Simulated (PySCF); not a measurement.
# C2F2 (difluoroacetylene): the cost of one run

Computed with PySCF 2.14.0, with density-fitted response routines of our own, on a single molecule in the gas phase. Atoms count from 0, in the outputs and in this text.

## 1. The molecule as given

4 atoms, charge 0, multiplicity 1; geometry from: MMFF94s. The atoms were then displaced at random by about 0.03 Å, so the start is not that level's minimum.

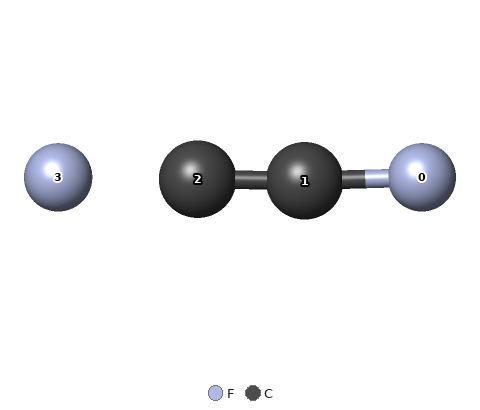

The starting geometry (fluorine light blue, carbon dark grey), atoms numbered.

## 2. Optimising the geometry at PBE0-D3(BJ)/def2-SVP

What the job is given:

```
{"job": {"xc": "PBE0", "basis": "def2-SVP", "d3": "d3bj", "grid": 1, "shake": 0.03, "kind": "geom"}, "charge": 0, "multiplicity": 1}
F     -1.843160    -0.088380    -0.591760
C     -0.605080    -0.017190    -0.343680
C      0.527450    -0.003340    -0.124550
F      2.004080     0.018480     0.157890
```

Command:

```sh
$ OMP_NUM_THREADS=1 python probes_run.py task.json out
```

This one command runs all jobs of the session in turn.

**Question.** How long does this first job take on 1 thread of Intel Xeon Platinum 8488C, shared host?

About 7.5 s.
